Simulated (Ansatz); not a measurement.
HgTe (zinc blende)

```yaml
crystal:
  lattice:
    - [0.00000, 3.32533, 3.32533]
    - [3.32533, 0.00000, 3.32533]
    - [3.32533, 3.32533, 0.00000]
  atoms:
    - { symbol: Te, position: [0.75000, 0.75000, 0.75000] }
    - { symbol: Hg, position: [0.00000, 0.00000, 0.00000] }
```

Two coordinates are scanned: the volume, and the ratio of the stretch along z (the conventional c axis) to the stretch across it. Atoms keep their fractional coordinates.

Calculation: PBE (plane waves to 420 eV, PAW, scalar-relativistic; Ansatz, an electronic-structure program). k mesh 12×12×12 (Γ-centred), Fermi-Dirac smearing 0.05 eV. The energy includes the smearing's −TS. With partly filled bands, the response to shear is sensitive to the k mesh, so small differences along c/a are uncertain. At this level the bands of HgTe touch or barely overlap. HgTe was relaxed with its symmetry unable to fall. Spin-orbit coupling is left out, though Hg and Te are heavy. The relaxed volume of HgTe is well above the measured one; the method has no dispersion term. ΔE is measured from the relaxed starting cell.

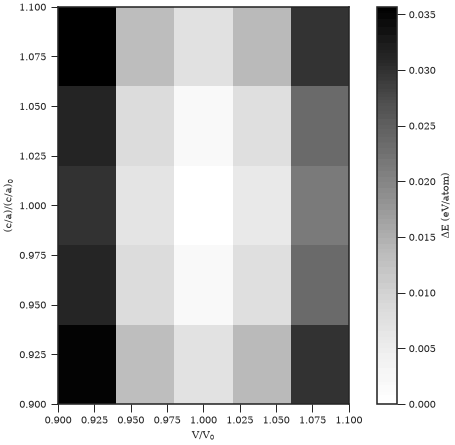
Figure: ΔE (eV/atom) over the 5×5 grid of computed points.

The shear modulus C′ = (C11 − C12)/2 (fit, atoms clamped) comes out as 7.4 GPa. Lowest place on the grid: V/V₀ = 1.000, (c/a)/(c/a)₀ = 1.000 (0 meV/atom). Highest place on the grid: V/V₀ = 0.920, (c/a)/(c/a)₀ = 1.080 (36 meV/atom).

Near the relaxed cell σzz − σxx = −2Cδ (compression positive), C being this modulus and δ the logarithm of the ratio.

(A scan under strain: stresses follow from slopes of the energy per volume, elastic moduli from its curvatures.)
